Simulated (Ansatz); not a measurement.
The figure comes from a scan of BP (zinc blende): a phonon pattern at X = (0.5, 0.5, 0.0) is frozen into a 4-atom cell, Q being the largest atomic displacement. Method: PBE (plane waves to 420 eV, PAW, scalar-relativistic; Ansatz, a first-principles code). k mesh 12×12×12 (Γ-centred), Fermi-Dirac smearing 0.05 eV. BP was relaxed with its symmetry unable to fall. 

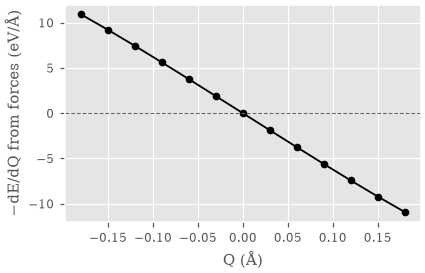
Fig. 1. −dE/dQ from forces (eV/Å) against Q (Å); one marker a computed point.

### Question
List the plotted points as numbers.

### Answer
To the nearest 0.5:

```json
[
 {"Q (Å)": "-0.180", "−dE/dQ from forces (eV/Å)": "11.0"},
 {"Q (Å)": "-0.150", "−dE/dQ from forces (eV/Å)": "9.0"},
 {"Q (Å)": "-0.120", "−dE/dQ from forces (eV/Å)": "7.5"},
 {"Q (Å)": "-0.090", "−dE/dQ from forces (eV/Å)": "5.5"},
 {"Q (Å)": "-0.060", "−dE/dQ from forces (eV/Å)": "4.0"},
 {"Q (Å)": "-0.030", "−dE/dQ from forces (eV/Å)": "2.0"},
 {"Q (Å)": "0.000", "−dE/dQ from forces (eV/Å)": "0.0"},
 {"Q (Å)": "0.030", "−dE/dQ from forces (eV/Å)": "-2.0"},
 {"Q (Å)": "0.060", "−dE/dQ from forces (eV/Å)": "-4.0"},
 {"Q (Å)": "0.090", "−dE/dQ from forces (eV/Å)": "-5.5"},
 {"Q (Å)": "0.120", "−dE/dQ from forces (eV/Å)": "-7.5"},
 {"Q (Å)": "0.150", "−dE/dQ from forces (eV/Å)": "-9.0"},
 {"Q (Å)": "0.180", "−dE/dQ from forces (eV/Å)": "-11.0"}
]
```

(For displaced atoms, the force is minus the slope of the energy, and its curvature is a force constant, which sets phonon frequencies.)
